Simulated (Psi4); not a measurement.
**One shape, several levels: SiHCl2 (SMILES Cl[SiH]Cl)**

We compute a comparison of 6 runs (UHF/STO-3G, UHSE06/STO-6G, UB3LYP/6-31G*, UM05/6-31+G**, UMP2/3-21G, UMP2/6-311++G(3df,3pd)) of SiHCl2. 

The results are computed with Psi4 1.11.

7 further runs of the same task are left out: 1 that didn't finish, 6 set aside as unsound or not needed.

**1. Starting point**

SiHCl2 has 4 atoms, charge 0, and is taken as a doublet. SMILES: `Cl[SiH]Cl`. The coordinates come from a PBE0-D4/def2-TZVP relaxation.

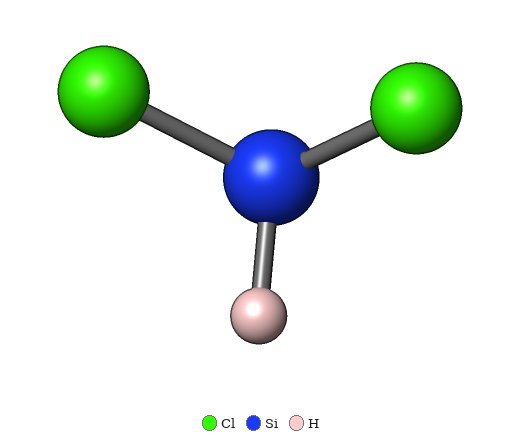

The structure, seen from a chosen angle (chlorine green, silicon blue, hydrogen pink).

**2. A single-point energy at UHF/STO-3G (run 1)**

File cl2hsi.json:

```json
{
  "schema_name": "qcschema_input",
  "schema_version": 1,
  "molecule": {
    "schema_name": "qcschema_molecule",
    "schema_version": 2,
    "symbols": ["Cl", "Si", "Cl", "H"],
    "geometry": [-3.11162304, 0.3359933, 1.68072242, 0.35451262, -0.78272456, 0.37794522, 0.47413228, -0.53157996, -3.4803086, 2.2831671, 0.97831121, 1.42182994],
    "molecular_charge": 0,
    "molecular_multiplicity": 2,
    "fix_symmetry": "c1",
    "fix_com": true,
    "fix_orientation": true
  },
  "driver": "energy",
  "model": {
    "method": "scf",
    "basis": "STO-3G"
  },
  "keywords": {
    "reference": "uhf",
    "puream": true,
    "e_convergence": 1e-09,
    "d_convergence": 1e-08,
    "scf_type": "pk",
    "maxiter": 200,
    "scf_properties": ["QUADRUPOLE", "WIBERG_LOWDIN_INDICES", "LOWDIN_CHARGES"]
  }
}
```

On the command line:

```sh
psi4 --qcschema cl2hsi.json -n 1 --memory 1600MB
```

stdout:

```text
[...]
  Running in c1 symmetry.
[...]
  Nuclear repulsion =  179.837223329013995
[...]
  Multiplicity = 2
[...]
  Nalpha       = 25
  Nbeta        = 24
[...]
    Number of basis functions: 28
[...]
   @UHF iter   1: -1195.34998064365755   -1.17939e+00   7.79626e-03 ADIIS/DIIS
[...]
   @UHF iter  12: -1195.40515167968306   -6.82121e-13   4.35696e-09 DIIS
[...]
   @S^2 Observed:                7.518689296E-01
[...]
  @UHF Final Energy: -1195.40515167968306
   => Energetics <=
    Nuclear Repulsion Energy =            179.8372233290139945
    One-Electron Energy =               -2017.0429402381578257
    Two-Electron Energy =                 641.8005652294607444
    Total Energy =                      -1195.4051516796830583
  UHF NO Occupations:
  HONO-2 :   23  A 1.9997196
  HONO-1 :   24  A 1.9994374
[...]
 Multipole Moments:
 ------------------------------------------------------------------------------------
     Multipole            Electronic (a.u.)      Nuclear  (a.u.)        Total (a.u.)
 ------------------------------------------------------------------------------------
 L = 1.  Multiply by 2.5417464519 to convert [e a0] to [Debye]
 Dipole X            :         38.5039627          -37.5909991            0.9129635
 Dipole Y            :         12.8067910          -13.3048058           -0.4980149
 Dipole Z            :         24.5980278          -23.8799020            0.7181257
 Magnitude           :                                                    1.2638140
 L = 2.  Multiply by 1.3450342976 to convert [e a0^2] to [Debye ang]
 Quadrupole XX       :       -204.4289013          175.3913499          -29.0375514
 Quadrupole XY       :         23.8945310          -23.7090554            0.1854756
[...]
```

The result, in JSON:

```text
{
 "driver": "energy",
 "model": {
  "method": "scf",
  "basis": "STO-3G"
 },
 "success": true,
 "return_result": -1195.405151679683,
 "properties": {
  "calcinfo_nbasis": 28,
  "calcinfo_nmo": 28,
  "calcinfo_nalpha": 25,
  "calcinfo_nbeta": 24,
  "calcinfo_natom": 4,
  "nuclear_repulsion_energy": 179.837223329014,
  "return_energy": -1195.405151679683,
  "scf_one_electron_energy": -2017.0429402381578,
  "scf_two_electron_energy": 641.8005652294607,
  "scf_dipole_moment": [0.9129635461559573, -0.49801487845900816, 0.7181257372356065],
  "scf_total_energy": -1195.405151679683,
  "scf_iterations": 12
 }
}
```

It took 1.2 s on 1 thread of AMD EPYC 9R45 (Zen 5), shared host; peak memory 0.18 GiB.

**3. The charge distribution at UHSE06/STO-6G (density fitting) (run 2)**

File calc.dat:

```
memory 1600 mb

molecule mol {
  0 2
  Cl    -3.11162304     0.33599330     1.68072242
  Si     0.35451262    -0.78272456     0.37794522
  Cl     0.47413228    -0.53157996    -3.48030860
  H      2.28316710     0.97831121     1.42182994
  units bohr
  no_reorient
  no_com
}

set reference uks
set scf_type df
set dft_radial_points 99
set dft_spherical_points 590

result, w = energy('hse06/STO-6G', return_wfn=True)
oeprop(w, 'WIBERG_LOWDIN_INDICES', 'DIPOLE', 'NO_OCCUPATIONS', 'MULLIKEN_CHARGES', 'ESP_AT_NUCLEI', title='HSE06')
```

On the command line:

```sh
psi4 -n 1 calc.dat calc.out
```

calc.out:

```text
[...]
  Running in c1 symmetry.
[...]
  Nuclear repulsion =  179.837223329013995
[...]
  Multiplicity = 2
[...]
  Nalpha       = 25
  Nbeta        = 24
[...]
    Number of basis functions: 28
[...]
   @DF-UKS iter   1: -1205.87946913361111   -6.63545e-01   1.00743e-02 ADIIS/DIIS
[...]
   @DF-UKS iter   7: -1205.96414504085760   -4.21876e-08   9.32771e-07 DIIS
[...]
   @S^2 Observed:                7.510038356E-01
[...]
  @DF-UKS Final Energy: -1205.96414504085760
   => Energetics <=
    Nuclear Repulsion Energy =            179.8372233290139945
    One-Electron Energy =               -2028.0487223557254310
    Two-Electron Energy =                 701.7905629627729240
    DFT Exchange-Correlation Energy =     -59.5432089769190824
    Empirical Dispersion Energy =           0.0000000000000000
    VV10 Nonlocal Energy =                  0.0000000000000000
    Total Energy =                      -1205.9641450408573746
[...]
 Multipole Moments:
 ------------------------------------------------------------------------------------
     Multipole            Electronic (a.u.)      Nuclear  (a.u.)        Total (a.u.)
 ------------------------------------------------------------------------------------
 L = 1.  Multiply by 2.5417464519 to convert [e a0] to [Debye]
 Dipole X            :         38.3699779          -37.5909991            0.7789788
 Dipole Y            :         12.9543146          -13.3048058           -0.3504912
 Dipole Z            :         24.4801285          -23.8799020            0.6002265
 Magnitude           :                                                    1.0439942
[...]
```

It took 8.7 s on 1 thread of AMD EPYC 9R45 (Zen 5), shared host; peak memory 0.35 GiB.

Atomic charges (e):

```
atom  Mulliken
 Cl1    -0.306
 Si2    +0.689
 Cl3    -0.306
  H4    -0.077
```

Run 3 isn't shown in full; the table further down has it.

**4. The energy at UM05/6-31+G(d,p) (density fitting, Cartesian functions, IEF-PCM ethanol) (run 4)**

File run.py:

```python
import psi4

psi4.set_memory('1600 MB')
psi4.set_num_threads(1)
psi4.set_output_file('run.log', False)

molecule = psi4.geometry("""
0 2
Cl    -1.646600     0.177800     0.889400
Si     0.187600    -0.414200     0.200000
Cl     0.250900    -0.281300    -1.841700
H      1.208200     0.517700     0.752400
units angstrom
symmetry c1
no_reorient
no_com
""")

psi4.set_options(dict(basis='6-31+G**', reference='uks', scf_type='df', pcm=True))
psi4.pcm_helper("""
  Units = Angstrom
  Medium {
    SolverType = IEFPCM
    Solvent = Ethanol
  }
  Cavity {
    Type = GePol
    RadiiSet = Bondi
    Scaling = True
    Area = 0.5
    Mode = Implicit
  }
""")

e = psi4.energy('M05')
print(f'total energy {e:.8f} hartree = {e * 27.211386:.5f} eV')
```

On the command line:

```sh
python run.py
```

run.log:

```text
[...]
  Running in c1 symmetry.
[...]
  Nuclear repulsion =  179.837223157490143
[...]
  Multiplicity = 2
[...]
  Nalpha       = 25
  Nbeta        = 24
[...]
    Number of basis functions: 74
[...]
   @DF-UKS iter   1: -1210.50346650758866   -1.27946e-01   3.21245e-03 DIIS/ADIIS
[...]
   @DF-UKS iter   7: -1210.53609609580917   -5.74707e-08   9.73720e-07 DIIS
[...]
   @S^2 Observed:                7.514121117E-01
[...]
  @DF-UKS Final Energy: -1210.53609609580917
   => Energetics <=
    Nuclear Repulsion Energy =            179.8372231574901434
    One-Electron Energy =               -2030.8015950312083078
    Two-Electron Energy =                 697.0718026322726928
    DFT Exchange-Correlation Energy =     -56.6410252061544455
    Empirical Dispersion Energy =           0.0000000000000000
    VV10 Nonlocal Energy =                  0.0000000000000000
    PCM Polarization Energy =              -0.0025016482093444
    Total Energy =                      -1210.5360960958091709
[...]
 Multipole Moments:
 ------------------------------------------------------------------------------------
     Multipole            Electronic (a.u.)      Nuclear  (a.u.)        Total (a.u.)
 ------------------------------------------------------------------------------------
 L = 1.  Multiply by 2.5417464519 to convert [e a0] to [Debye]
 Dipole X            :         38.1901433          -37.5909990            0.5991443
 Dipole Y            :         13.1758524          -13.3048058           -0.1289533
 Dipole Z            :         24.3180225          -23.8799021            0.4381204
 Magnitude           :                                                    0.7533607
[...]
```

On the terminal:

```text
S matrix is not positive-definite!
Consider changing the average area of the cavity finite elements.
Normally an error, this has been commuted to a warning via patch.
Please report this issue:

S matrix is not positive-definite!
Consider changing the average area of the cavity finite elements.
Normally an error, this has been commuted to a warning via patch.
Please report this issue:

total energy -1210.53609610 hartree = -32940.36498 eV
```

It took 6.9 s on 1 thread of AMD EPYC 9R45 (Zen 5), shared host; peak memory 0.62 GiB.

Run 5 isn't shown in full; the table further down has it.

**5. A single-point energy at UMP2/6-311++G(3df,3pd) (density fitting, density fitting for correlation) (run 6)**

File cl2hsi.sdf:

```

     RDKit          3D

  4  3  0  0  0  0  0  0  0  0999 V2000
   -1.6466    0.1778    0.8894 Cl  0  0  0  0  0  0  0  0  0  0  0  0
    0.1876   -0.4142    0.2000 Si  0  0  0  0  0  3  0  0  0  0  0  0
    0.2509   -0.2813   -1.8417 Cl  0  0  0  0  0  0  0  0  0  0  0  0
    1.2082    0.5177    0.7524 H   0  0  0  0  0  0  0  0  0  0  0  0
  2  1  1  0
  3  2  1  0
  4  2  1  0
M  RAD  1   2   2
M  END
$$$$
```

File cl2hsi.py:

```python
import psi4
from rdkit import Chem

psi4.set_memory(1600000000)
psi4.set_num_threads(1)
psi4.set_output_file('psi4.out', False)

rd = Chem.SDMolSupplier('cl2hsi.sdf', removeHs=False, sanitize=False)[0]
xyz = rd.GetConformer().GetPositions()
atoms = '\n'.join(f'{a.GetSymbol()} {x:.4f} {y:.4f} {z:.4f}' for a, (x, y, z) in zip(rd.GetAtoms(), xyz))
m = psi4.geometry('0 2\n' + atoms + '')

psi4.set_options({
    'basis': '6-311++G(3df,3pd)',
    'reference': 'uhf',
    'freeze_core': True,
    'mp2_type': 'df',
    'df_basis_mp2': 'def2-tzvp-ri',
})

energy_value, wavefunction = psi4.energy('mp2', molecule=m, return_wfn=True)
print('E =', round(energy_value, 9))
```

On the command line:

```sh
python cl2hsi.py
```

psi4.out:

```text
[...]
  Running in c1 symmetry.
[...]
  Nuclear repulsion =  179.837223157490143
[...]
  Multiplicity = 2
[...]
  Nalpha       = 25
  Nbeta        = 24
[...]
    Number of basis functions: 159
[...]
   @DF-UHF iter   1: -1208.58316795215228   -3.25183e-01   1.54290e-03 ADIIS/DIIS
[...]
   @DF-UHF iter  13: -1208.61798722809499   -1.93268e-11   6.66050e-09 DIIS
[...]
   @S^2 Observed:                7.552622109E-01
[...]
  @DF-UHF Final Energy: -1208.61798722809499
   => Energetics <=
    Nuclear Repulsion Energy =            179.8372231574901434
    One-Electron Energy =               -2030.3474338676742263
    Two-Electron Energy =                 641.8922234820892072
    Total Energy =                      -1208.6179872280949894
  UHF NO Occupations:
  HONO-2 :   23  A 1.9996099
  HONO-1 :   24  A 1.9982776
[...]
 Multipole Moments:
 ------------------------------------------------------------------------------------
     Multipole            Electronic (a.u.)      Nuclear  (a.u.)        Total (a.u.)
 ------------------------------------------------------------------------------------
 L = 1.  Multiply by 2.5417464519 to convert [e a0] to [Debye]
 Dipole X            :         -1.6584916            2.0413581            0.3828664
 Dipole Y            :         -0.5644514            0.4416522           -0.1227992
 Dipole Z            :         -1.0572691            1.3440506            0.2867814
 Magnitude           :                                                    0.4938724
[...]
```

The script printed:

```text
E = -1209.085487346
```

Wall time 3.6 s (1 thread of AMD EPYC 9R45 (Zen 5), shared host); peak memory 0.32 GiB.

**6. Overview of the runs**

```
run                                                                      level        task  integrals   energy (Eh)  dipole moment (D)  HOMO energy (eV)  LUMO energy (eV)  wall time
  1                                                                 UHF/STO-3G      energy         pk  -1195.405152               3.21             -8.19              3.44      1.2 s
  2                                            UHSE06/STO-6G (density fitting)  properties         df  -1205.964145               2.65             -4.52             -1.42      8.7 s
  3                                        UB3LYP/6-31G* (Cartesian functions)    gradient         pk  -1210.531239               1.38             -6.54             -3.57      9.6 s
  4      UM05/6-31+G** (density fitting, Cartesian functions, IEF-PCM ethanol)      energy         df  -1210.536096               1.91             -6.45             -3.38      6.9 s
  5                                                                 UMP2/3-21G      energy         pk  -1202.735074                  –            -10.23             -0.21      1.5 s
  6  UMP2/6-311++G(3df,3pd) (density fitting, density fitting for correlation)      energy         df  -1209.085487                  –             -9.86              0.44      3.6 s
```

**7. Outcome**

| quantity | value |
| --- | --- |
| run 6: total energy | -1209.08549 Eh |
| run 6: HOMO energy (Hartree–Fock orbitals) (highest over α and β) | -9.86 eV |
| run 6: LUMO energy (Hartree–Fock orbitals) (lowest over α and β) | 0.44 eV |
| run 6: correlation energy (15 core orbitals frozen) | -467.5 mEh |
| run 6: ⟨S²⟩ of the reference determinant | 0.755 |

**Reading.** Over runs 1, 2, 3, 4 the dipole moment (its size) runs from 1.38 D (UB3LYP/6-31G*) to 3.21 D (UHF/STO-3G). The two ends differ in method and basis. Totals of different functionals can't be ranked against each other. In runs 1, 2 the basis is minimal, so the values are rough. All runs together took 32 s, the longest 9.6 s.
